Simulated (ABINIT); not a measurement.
# GaAs (F-43m): G0W0 in ABINIT against the screening cutoff in the self-energy, part 2 of 2

Aim: move the screening cutoff in the self-energy of a G0W0 run on GaAs (F-43m) over a wide range.

ABINIT 10.8.3; PBE and many-body steps on it, plane waves. Known limits of the many-body steps: not at the basis limit; exchange with frozen shells missing; screening runs away on this mesh; no spin-orbit coupling; coarse k mesh.

So far. Step 5 (3.5 Ha): The gap on the mesh goes from 0.51 eV to 1.06 eV, a correction of +0.55 eV. Step 6 (5 Ha): Against the run before, the gap moves by −0.003 eV.

## Step 7: 7.5 Ha

Level of this step: G0W0 on PBE, plane waves, norm-conserving pseudopotentials (ABINIT).

run.abi reads:

```
acell 3*1.0 Angstrom
rprim 
  0.000000000000 2.826850000000 2.826850000000
  2.826850000000 0.000000000000 2.826850000000
  2.826850000000 2.826850000000 -0.000000000000
ntypat 2
znucl 31 33
natom 2
typat 1 2
xred 
  0.000000000000 0.000000000000 0.000000000000
  0.250000000000 0.250000000000 0.250000000000
pp_dirpath "pseudos"
pseudos "Ga.upf, As.upf"
ecut 38
ngkpt 4 4 4
nshiftk 1
shiftk 0 0 0
kptopt 1
chksymbreak 0
istwfk *1
occopt 1
irdwfk 1
optdriver 4
nband 304
gwcalctyp 0
ecutsigx 38
symsigma 1
nkptgw 1
kptgw 
  0.0000000000 0.0000000000 0.0000000000
bdgw 
  12 18
ecuteps 7.5
irdscr 1
ppmodel 1
indata_prefix "in"
outdata_prefix "out"
tmpdata_prefix "tmp"
```

The run is started by

```bash
$ OMP_NUM_THREADS=1 mpirun -n 8 abinit run.abi > log
```

What it wrote:

```text
.Version 10.8.3 of ABINIT. v10.8.2 released Aug 2026.

 Symmetries : space group F-4 3 m (#216); Bravais cF (face-center cubic)
[... echo of the input left out ...]
== DATASET  1 ==================================================================
-   mpi_nproc: 8, omp_nthreads: 1 (-1 if OMP is not activated)

--- !DatasetInfo
iteration_state: {dtset: 1, }
dimensions: {natom: 2, nkpt: 8, mband: 304, nsppol: 1, nspinor: 1, nspden: 1, mpw: 3479, }
cutoff_energies: {ecut:  38.0, pawecutdg:  -1.0, }
[...]
16   7.763 -10.841  -6.854  -4.339   0.800  -0.251 -11.122  -0.281   7.481
       17   7.763 -10.841  -6.854  -4.339   0.800  -0.251 -11.122  -0.281   7.481
       18   7.763 -10.841  -6.854  -4.339   0.800  -0.251 -11.122  -0.281   7.481

== END DATASET(S) ==============================================================
================================================================================

 -outvars: echo values of variables after computation  --------
           etotal      0.0000000000E+00
            nband         304
             nkpt           8
          spgroup         216
 [... the other variables as echoed above ...]

 Calculation completed.
```

Elapsed: 16 s, on 8 MPI ranks of Intel Xeon Platinum 8259CL at 2.50GHz (Skylake/Cascade Lake), shared host; peak memory 2.4 GiB.

Numbers from this step:

| Item | Value |
| --- | --- |
| G0W0 gap on the points computed | 1.068 eV |
| starting gap on the mesh | 0.5137 eV |
| k of the valence top | 0, 0, 0 |
| k of the conduction bottom | 0, 0, 0 |
| least direct G0W0 gap on the computed points | 1.068 eV |

Against the run before, the gap moves by +0.008 eV.

## Step 8: 10 Ha

Edit run.abi of step 7 so:

```diff
@@ -33,3 +33,3 @@
   12 18
-ecuteps 7.5
+ecuteps 10
 irdscr 1
```

What it wrote:

```text
.Version 10.8.3 of ABINIT. v10.8.2 released Aug 2026.

 Symmetries : space group F-4 3 m (#216); Bravais cF (face-center cubic)
[... echo of the input left out ...]
== DATASET  1 ==================================================================
-   mpi_nproc: 8, omp_nthreads: 1 (-1 if OMP is not activated)

--- !DatasetInfo
iteration_state: {dtset: 1, }
dimensions: {natom: 2, nkpt: 8, mband: 304, nsppol: 1, nspinor: 1, nspden: 1, mpw: 3479, }
cutoff_energies: {ecut:  38.0, pawecutdg:  -1.0, }
[...]
16   7.763 -10.841  -6.854  -4.335   0.799  -0.251 -11.119  -0.279   7.484
       17   7.763 -10.841  -6.854  -4.335   0.799  -0.251 -11.119  -0.279   7.484
       18   7.763 -10.841  -6.854  -4.335   0.799  -0.251 -11.119  -0.279   7.484

== END DATASET(S) ==============================================================
================================================================================

 -outvars: echo values of variables after computation  --------
           etotal      0.0000000000E+00
            nband         304
             nkpt           8
          spgroup         216
 [... the other variables as echoed above ...]

 Calculation completed.
```

The job ended after 30 s (8 MPI ranks; peak memory 2.8 GiB; 3.9 min of CPU time).

This step gave:

```
G0W0 gap on the points computed              : 1.067 eV
starting gap on the mesh                     : 0.5137 eV
k of the valence top                         : 0, 0, 0
k of the conduction bottom                   : 0, 0, 0
least direct G0W0 gap on the computed points : 1.067 eV
```

Against the run before, the gap moves by −0.001 eV.

## Step 9: Side by side

Times are wall times on 8 MPI ranks of Intel Xeon Platinum 8259CL at 2.50GHz (Skylake/Cascade Lake), shared host, good to a factor of about two. A run's time includes the screening step that it read.

| run | mesh | bands | screening cutoff (eV) | DFT gap (eV) | gap on the mesh (eV) | direct (eV) | ε∞ used | time |
| --- | --- | --- | --- | --- | --- | --- | --- | --- |
| 1 Ha | 4×4×4 | 304 | 27.2 | 0.514 | 1.076 | 1.076 | 139.56 | 2.3 min |
| 2 Ha | 4×4×4 | 304 | 54.4 | 0.514 | 1.096 | 1.096 | 139.56 | 2.3 min |
| 3.5 Ha | 4×4×4 | 304 | 95.2 | 0.514 | 1.063 | 1.063 | 139.56 | 2.3 min |
| 5 Ha | 4×4×4 | 304 | 136.1 | 0.514 | 1.060 | 1.060 | 139.56 | 2.4 min |
| 7.5 Ha | 4×4×4 | 304 | 204.1 | 0.514 | 1.068 | 1.068 | 139.56 | 2.5 min |
| 10 Ha | 4×4×4 | 304 | 272.1 | 0.514 | 1.067 | 1.067 | 139.56 | 2.7 min |

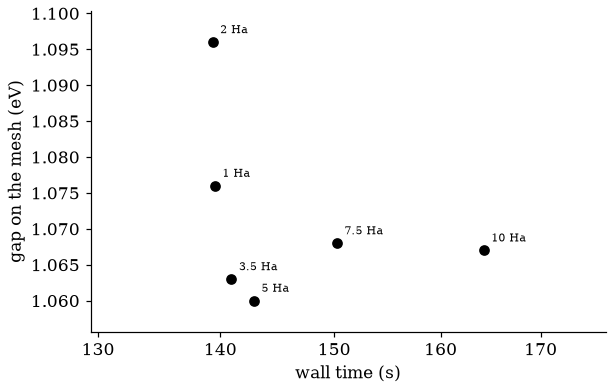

Result against wall time.

## Step 10: What came out

| Property | Result |
| --- | --- |
| 1 Ha | 1.076 eV |
| 2 Ha | 1.096 eV |
| 3.5 Ha | 1.063 eV |
| 5 Ha | 1.060 eV |
| 7.5 Ha | 1.068 eV |
| 10 Ha | 1.067 eV |
| known limits | not at the basis limit; exchange with frozen shells missing; screening runs away on this mesh; no spin-orbit coupling; coarse k mesh |

In words: The setting moved: screening cutoff in the self-energy. From 1 Ha to 10 Ha the gap moves by −0.01 eV. It holds to 0.03 eV from 1 Ha on. Bands and screening cutoff are coupled, so a series along one setting does not show full convergence. Bands and cutoff are finite, so the gap is not at the basis limit. The miss can reach some tenths of an eV and take either sign; the mesh is an error of its own. In the G0W0 runs levels were corrected at 1 k point alone, so a gap called «on the mesh» is the least over those, and an edge elsewhere would be missed. The 4×4×4 mesh is coarse for this cell, which bears on the long-range parts of exchange and screening. The norm-conserving file of at least one element keeps a d shell over frozen s and p shells of the same row. Exchange with those shells is missing from the self-energy, an error of 0.3 to 0.9 eV in cases checked, whose sign depends on which edge lies on those atoms. For the PBE start: On this mesh the RPA ε∞ passes 90, more than nearly any semiconductor shows; a coarse mesh does this where one point with a narrow direct gap carries much weight. The screening is then too strong, and the G0W0 gap should not be taken as the material's. The many-body steps are scalar-relativistic: spin-orbit coupling is not in them.

[Paths, hosts, dates, memory and timing lines, banners, echoed tables and standing remarks are left out of the program output.]

[Logs are printed without paths, hosts, clocks, repeated set-up lines and the standing remarks that a program may print on its own settings, such as how far it seeks lower states.]

[Runs of the session that timed out or met a known fault of the program may be left out.]

[Hosts, paths, dates, database ids (printed as entryN), source tags and the programs' standing remarks are cut or masked in the printed files.]

[G0W0 gaps are taken among the corrected bands and points alone; a level outside them can change the order at an edge.]

[Where Ansatz stands beside ABINIT at settings called matched, ABINIT's density can come from a denser mesh and the files from another edition; pairs whose starting gaps differed by over 0.03 eV were left out, so agreement reads better than it is.]
